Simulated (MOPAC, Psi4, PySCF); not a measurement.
Interaction energy of H4Si ··· BCl3 (SMILES [SiH4] and ClB(Cl)Cl). Monomers: optimised at B3LYP-D3(BJ) (def2-TZVP), held rigid. Orientation: a random orientation, not optimised. R is the distance of the centres of mass, along which the second monomer moves.

Geometry at R = 4.60 Å (first 5 atoms: monomer A):
```
9

Si     0.0000     0.0000     0.0000
H     -0.2279    -1.0576    -1.0104
H     -0.7218     1.2288    -0.4004
H      1.4490     0.2877     0.0950
H     -0.4993    -0.4589     1.3159
Cl     2.6475    -2.7922    -0.4554
B      1.8700    -4.1965     0.2297
Cl     2.7294    -5.7127     0.3193
Cl     0.2332    -4.0845     0.8249
```

Methods: RMP2/3-21G = restricted MP2 (frozen core)/3-21G, no counterpoise correction (PySCF 2.14.0); AM1, restricted, heats of formation (MOPAC); BLYP/def2-TZVP, counterpoise-corrected (Psi4); PBE/def2-TZVP, counterpoise-corrected (Psi4); PBE-D3(BJ)/def2-TZVP, counterpoise-corrected (Psi4).

Interaction energies in kcal/mol (negative: bound); R is the distance of the centres of mass, d the H4···Cl6 distance.

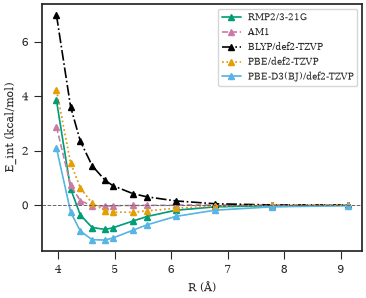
Figure. Interaction energy against separation.

```json
[
 {"R / Å": "3.97", "d / Å": "2.74", "RMP2/3-21G": "3.84", "AM1": "2.87", "BLYP/def2-TZVP": "6.98", "PBE/def2-TZVP": "4.22", "PBE-D3(BJ)/def2-TZVP": "2.10"},
 {"R / Å": "4.22", "d / Å": "2.98", "RMP2/3-21G": "0.60", "AM1": "0.73", "BLYP/def2-TZVP": "3.61", "PBE/def2-TZVP": "1.55", "PBE-D3(BJ)/def2-TZVP": "-0.25"},
 {"R / Å": "4.39", "d / Å": "3.15", "RMP2/3-21G": "-0.36", "AM1": "0.16", "BLYP/def2-TZVP": "2.36", "PBE/def2-TZVP": "0.64", "PBE-D3(BJ)/def2-TZVP": "-0.95"},
 {"R / Å": "4.60", "d / Å": "3.35", "RMP2/3-21G": "-0.82", "AM1": "-0.03", "BLYP/def2-TZVP": "1.45", "PBE/def2-TZVP": "0.06", "PBE-D3(BJ)/def2-TZVP": "-1.27"},
 {"R / Å": "4.83", "d / Å": "3.58", "RMP2/3-21G": "-0.89", "AM1": "-0.04", "BLYP/def2-TZVP": "0.91", "PBE/def2-TZVP": "-0.20", "PBE-D3(BJ)/def2-TZVP": "-1.29"},
 {"R / Å": "4.97", "d / Å": "3.71", "RMP2/3-21G": "-0.83", "AM1": "-0.03", "BLYP/def2-TZVP": "0.71", "PBE/def2-TZVP": "-0.26", "PBE-D3(BJ)/def2-TZVP": "-1.21"},
 {"R / Å": "5.32", "d / Å": "4.06", "RMP2/3-21G": "-0.59", "AM1": "-0.01", "BLYP/def2-TZVP": "0.42", "PBE/def2-TZVP": "-0.26", "PBE-D3(BJ)/def2-TZVP": "-0.93"},
 {"R / Å": "5.57", "d / Å": "4.30", "RMP2/3-21G": "-0.42", "AM1": "-0.01", "BLYP/def2-TZVP": "0.30", "PBE/def2-TZVP": "-0.22", "PBE-D3(BJ)/def2-TZVP": "-0.73"},
 {"R / Å": "6.08", "d / Å": "4.81", "RMP2/3-21G": "-0.19", "AM1": "-0.01", "BLYP/def2-TZVP": "0.15", "PBE/def2-TZVP": "-0.12", "PBE-D3(BJ)/def2-TZVP": "-0.42"},
 {"R / Å": "6.78", "d / Å": "5.50", "RMP2/3-21G": "-0.07", "AM1": "0.00", "BLYP/def2-TZVP": "0.05", "PBE/def2-TZVP": "-0.04", "PBE-D3(BJ)/def2-TZVP": "-0.19"},
 {"R / Å": "7.78", "d / Å": "6.49", "RMP2/3-21G": "-0.02", "AM1": "0.00", "BLYP/def2-TZVP": "0.00", "PBE/def2-TZVP": "-0.01", "PBE-D3(BJ)/def2-TZVP": "-0.07"},
 {"R / Å": "9.12", "d / Å": "7.82", "RMP2/3-21G": "-0.01", "AM1": "0.00", "BLYP/def2-TZVP": "0.00", "PBE/def2-TZVP": "0.00", "PBE-D3(BJ)/def2-TZVP": "-0.02"}
]
```

Lowest grid point: RMP2/3-21G -0.89 kcal/mol at R = 4.83 Å; AM1 -0.04 kcal/mol at R = 4.83 Å; BLYP/def2-TZVP 0.00 kcal/mol at R = 9.12 Å; PBE/def2-TZVP -0.26 kcal/mol at R = 5.32 Å; PBE-D3(BJ)/def2-TZVP -1.29 kcal/mol at R = 4.83 Å.
